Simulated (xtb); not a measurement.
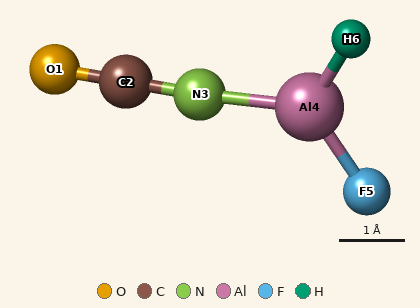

Fig. 1: The starting structure (ball-and-stick view, seen at a tilt; atoms are numbered from 1 in the order of the input). Sticks mark near contacts. Bond lengths as drawn: Al–F 1.64 Å, Al–H 1.50 Å, Al–N 1.78 Å, C–N 1.20 Å and C–O 1.15 Å.

Molecular dynamics of CHAlFNO (part 1 of 2)

The run: molecular dynamics of CHAlFNO, SMILES O=C=[N][AlH][F]. Method and program: GFN2-xTB (xtb 6.7.1).

The run did not end well. The starting geometry was optimised with GFN2-xTB.

Input file (geom.xyz)
```
6
CHAlFNO
O      1.04685600    -2.64694600    -0.63382900
C      0.63665600    -1.59441500    -0.40533200
N      0.21066500    -0.50062900    -0.17000900
Al    -0.44109600     1.09368500     0.29440900
F     -0.56569000     2.31738300    -0.79131100
H     -0.88739200     1.33092200     1.70608200
```

File detailed.inp
```
$md
   temp=500
   time=0.2
   step=4
   dump=20
   hmass=1
   shake=0
   nvt=false
$end
```

Machine: 1 thread of Intel Xeon @ 2.70GHz, 189 GiB of memory available, shared host.

Launched with:
```bash
xtb geom.xyz --gfn2 -I detailed.inp --md | tee out.txt
```

Log
```
* xtb version 6.7.1
   ID    Z sym.   atoms
    1    8 O      1
    2    6 C      2
    3    7 N      3
    4   13 Al     4
    5    9 F      5
    6    1 H      6

           -------------------------------------------------
          |                Calculation Setup                |
           -------------------------------------------------

          program call               : xtb geom.xyz --gfn2 -I detailed.inp --md
          coordinate file            : geom.xyz
          omp threads                :                     1

           -------------------------------------------------
          |                 G F N 2 - x T B                 |
           -------------------------------------------------

      * Hamiltonian:
        H0-scaling (s, p, d)           1.850000    2.230000    2.230000
        zeta-weighting                 0.500000
      * Dispersion:
        s8                             2.700000
        a1                             0.520000
        a2                             5.000000
        s9                             5.000000
      * Repulsion:
        kExp                           1.500000    1.000000
        rExp                           1.000000
      * Coulomb:
        alpha                          2.000000
        third order                    shell-resolved
        anisotropic                    true
        a3                             3.000000
        a5                             4.000000
        cn-shift                       1.200000
        cn-exp                         4.000000
        max-rad                        5.000000

          ...................................................
          :                      SETUP                      :
          :.................................................:
          :  # basis functions                  27          :
          :  # atomic orbitals                  26          :
          :  # shells                           12          :
          :  # electrons                        26          :
          :  max. iterations                   250          :
          :  Hamiltonian                  GFN2-xTB          :
          :  restarted?                      false          :
          :  GBSA solvation                  false          :
          :  PC potential                    false          :
          :  electronic temp.          300.0000000     K    :
          :  accuracy                    1.0000000          :
          :  -> integral cutoff          0.2500000E+02      :
          :  -> integral neglect         0.1000000E-07      :
          :  -> SCF convergence          0.1000000E-05 Eh   :
          :  -> wf. convergence          0.1000000E-03 e    :
          :  Broyden damping             0.4000000          :
          :  net charge                          0          :
          :  unpaired electrons                  0          :
          ...................................................

 iter      E             dE          RMSdq      gap      omega  full diag
   1    -15.6992554 -0.156993E+02  0.241E+01    4.54       0.0  T
   2    -15.7435987 -0.443433E-01  0.128E+01    5.16       1.0  T
   3    -15.7397397  0.385904E-02  0.415E+00    4.88       1.0  T
   4    -15.7542755 -0.145358E-01  0.861E-01    5.32       1.0  T
   5    -15.7547908 -0.515337E-03  0.536E-01    5.43       1.0  T
   6    -15.7549041 -0.113349E-03  0.112E-01    5.36       1.0  T
   7    -15.7549178 -0.136852E-04  0.611E-02    5.37       1.0  T
   8    -15.7549144  0.344531E-05  0.589E-02    5.38       1.0  T
   9    -15.7549183 -0.393662E-05  0.359E-02    5.38       1.1  T
  10    -15.7549201 -0.176088E-05  0.552E-03    5.37       7.4  T
  11    -15.7549201 -0.189924E-07  0.116E-03    5.37      35.1  T
  12    -15.7549201  0.387926E-09  0.544E-04    5.37      75.1  T
  13    -15.7549201 -0.459725E-09  0.293E-04    5.37     139.4  T

   *** convergence criteria satisfied after 13 iterations ***

         #    Occupation            Energy/Eh            Energy/eV
      -------------------------------------------------------------
         1        2.0000           -0.8243260             -22.4311
       ...           ...                  ...                  ...
         7        2.0000           -0.5574571             -15.1692
         8        2.0000           -0.5254954             -14.2995
         9        2.0000           -0.5251457             -14.2899
        10        2.0000           -0.5134605             -13.9720
        11        2.0000           -0.4631152             -12.6020
        12        2.0000           -0.4614316             -12.5562
        13        2.0000           -0.4613371             -12.5536 (HOMO)
        14                         -0.2638518              -7.1798 (LUMO)
        15                         -0.2267558              -6.1703
        16                         -0.2193312              -5.9683
        17                         -0.1870397              -5.0896
        18                         -0.1307024              -3.5566
       ...                                ...                  ...
        26                          1.3205791              35.9348
      -------------------------------------------------------------
                  HL-Gap            0.1974854 Eh            5.3739 eV
             Fermi-level           -0.3625945 Eh           -9.8667 eV

 SCC (total)                   0 d,  0 h,  0 min,  0.004 sec
 SCC setup                      ...        0 min,  0.000 sec (  1.752%)
 Dispersion                     ...        0 min,  0.000 sec (  0.689%)
 classical contributions        ...        0 min,  0.000 sec (  0.777%)
 integral evaluation            ...        0 min,  0.001 sec ( 14.621%)
 iterations                     ...        0 min,  0.002 sec ( 55.775%)
 molecular gradient             ...        0 min,  0.001 sec ( 24.279%)
 printout                       ...        0 min,  0.000 sec (  1.943%)

         :::::::::::::::::::::::::::::::::::::::::::::::::::::
         ::                     SUMMARY                     ::
         :::::::::::::::::::::::::::::::::::::::::::::::::::::
         :: total energy             -15.588658148853 Eh    ::
         :: gradient norm              0.000048287156 Eh/a0 ::
         :: HOMO-LUMO gap              5.373850033564 eV    ::
         ::.................................................::
         :: SCC energy               -15.754920369804 Eh    ::
         :: -> isotropic ES            0.063101749921 Eh    ::
         :: -> anisotropic ES          0.007086456767 Eh    ::
         :: -> anisotropic XC         -0.001261815760 Eh    ::
         :: -> dispersion             -0.002627140728 Eh    ::
         :: repulsion energy           0.166262220951 Eh    ::
         :: add. restraining           0.000000000000 Eh    ::
         :: total charge               0.000000000000 e     ::
         :::::::::::::::::::::::::::::::::::::::::::::::::::::

           -------------------------------------------------
          |                Property Printout                |
           -------------------------------------------------

    * Orbital Energies and Occupations

         #    Occupation            Energy/Eh            Energy/eV
      -------------------------------------------------------------
         1        2.0000           -0.8243260             -22.4311
         2        2.0000           -0.7610173             -20.7083
         3        2.0000           -0.6890814             -18.7509
         4        2.0000           -0.6006236             -16.3438
         5        2.0000           -0.5956049             -16.2072
         6        2.0000           -0.5954621             -16.2033
         7        2.0000           -0.5574571             -15.1692
         8        2.0000           -0.5254954             -14.2995
         9        2.0000           -0.5251457             -14.2899
        10        2.0000           -0.5134605             -13.9720
        11        2.0000           -0.4631152             -12.6020
        12        2.0000           -0.4614316             -12.5562
        13        2.0000           -0.4613371             -12.5536 (HOMO)
        14                         -0.2638518              -7.1798 (LUMO)
        15                         -0.2267558              -6.1703
        16                         -0.2193312              -5.9683
        17                         -0.1870397              -5.0896
        18                         -0.1307024              -3.5566
        19                         -0.0964393              -2.6242
        20                         -0.0472470              -1.2857
        21                         -0.0166840              -0.4540
        22                          0.2124144               5.7801
        23                          0.4748877              12.9224
        24                          0.8001108              21.7721
       ...                                ...                  ...
        26                          1.3205791              35.9348
      -------------------------------------------------------------
                  HL-Gap            0.1974854 Eh            5.3739 eV
             Fermi-level           -0.3625945 Eh           -9.8667 eV

     #   Z          covCN         q      C6AA      α(0)
     1   8 O        0.856    -0.251    18.923     5.832
     2   6 C        1.785     0.345    23.583     7.849
     3   7 N        1.695    -0.268    27.677     7.776
     4  13 Al       2.364     0.460   100.291    21.081
     5   9 F        0.672    -0.223    11.499     4.003
     6   1 H        0.889    -0.062     4.403     3.284

 Mol. C6AA /au·bohr⁶  :        860.398932
 Mol. C8AA /au·bohr⁸  :      34440.769343
 Mol. α(0) /au        :         49.825765

Wiberg/Mayer (AO) data.
largest (>0.10) Wiberg bond orders for each atom

 ---------------------------------------------------------------------------
     #   Z sym  total        # sym  WBO       # sym  WBO       # sym  WBO
 ---------------------------------------------------------------------------
     1   8 O    2.363 --     2 C    1.933     3 N    0.339
     2   6 C    3.943 --     1 O    1.933     3 N    1.931
     3   7 N    3.445 --     2 C    1.931     4 Al   1.105     1 O    0.339
     4  13 Al   3.476 --     5 F    1.304     3 N    1.105     6 H    0.908
     5   9 F    1.363 --     4 Al   1.304
     6   1 H    0.996 --     4 Al   0.908
 ---------------------------------------------------------------------------

Topologies differ in total number of bonds
Writing topology from bond orders to xtbtopo.mol

molecular dipole:
                 x           y           z       tot (Debye)
 q only:       -0.231       0.290       0.515
   full:       -0.230       0.267       0.542       1.643
molecular quadrupole (traceless):
                xx          xy          yy          xz          yz          zz
 q only:        3.009       2.777      -5.197       0.112       1.052       2.187
  q+dip:        2.648       2.545      -5.411      -0.332       1.502       2.763
   full:        6.548       5.109      -7.752       1.490       1.336       1.204

           -------------------------------------------------
          | TOTAL ENERGY              -15.588658148853 Eh   |
          | GRADIENT NORM               0.000048287156 Eh/α |
          | HOMO-LUMO GAP               5.373850033564 eV   |
           -------------------------------------------------
           -------------------------------------------------
          |               Molecular Dynamics                |
           -------------------------------------------------
 trajectories on xtb.trj or xtb.trj.<n>
```
